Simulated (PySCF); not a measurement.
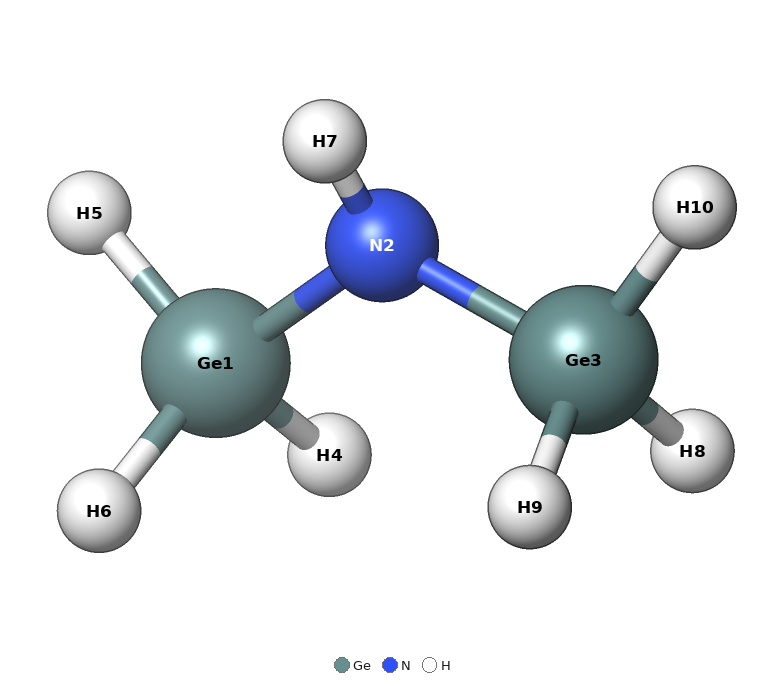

The computed structure is the end point of a GFN2-xTB optimisation. No frequency run is at hand to confirm it as a minimum. Level of theory: B3LYP/pcJ-1 (pcSseg-1 on Ge) indirect spin-spin coupling, non-relativistic, gas phase (PySCF 2.14.0). Isotopes: 1H, 15N.

Give the spin–spin coupling constants of these pairs, with the number of bonds between them: N2/H7, N2/H10, N2/H4, N2/H5, N2/H6, N2/H9, N2/H8.

```json
{"pair": "N2, H7", "bonds apart": "1", "J (Hz)": "−76.1"}
{"pair": "N2, H10", "bonds apart": "2", "J (Hz)": "−5.9"}
{"pair": "N2, H4", "bonds apart": "2", "J (Hz)": "−9.0"}
{"pair": "N2, H5", "bonds apart": "2", "J (Hz)": "−5.9"}
{"pair": "N2, H6", "bonds apart": "2", "J (Hz)": "−1.3"}
{"pair": "N2, H9", "bonds apart": "2", "J (Hz)": "−1.3"}
{"pair": "N2, H8", "bonds apart": "2", "J (Hz)": "−9.0"}
```

The geometry is semi-empirical. Around Ge such bond lengths and angles can be off by a tenth of an ångström or more and by several degrees, and values that hang on the shape move with them.
